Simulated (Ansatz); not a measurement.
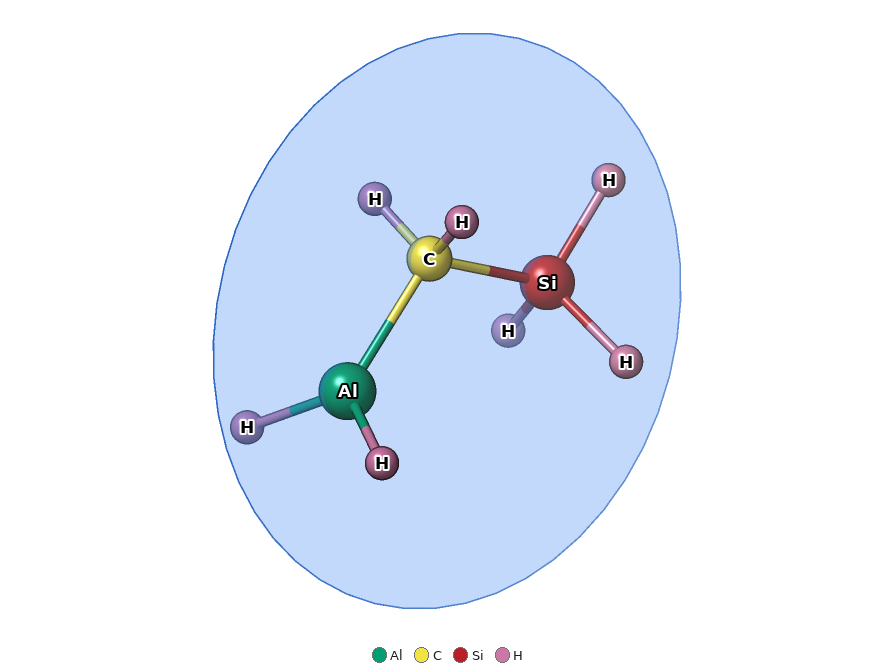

All proper rotation axes (lines) and mirror planes (discs) of the structure are drawn in. Distant atoms are faded towards the background colour. Computed geometry: PBE0-D4/def2-TZVP optimisation.

**Name the symmetry elements and the point group.**

It has 1 mirror plane. Point group Cs. The group has 2 operations. The geometry is achiral, and symmetry allows a dipole moment.
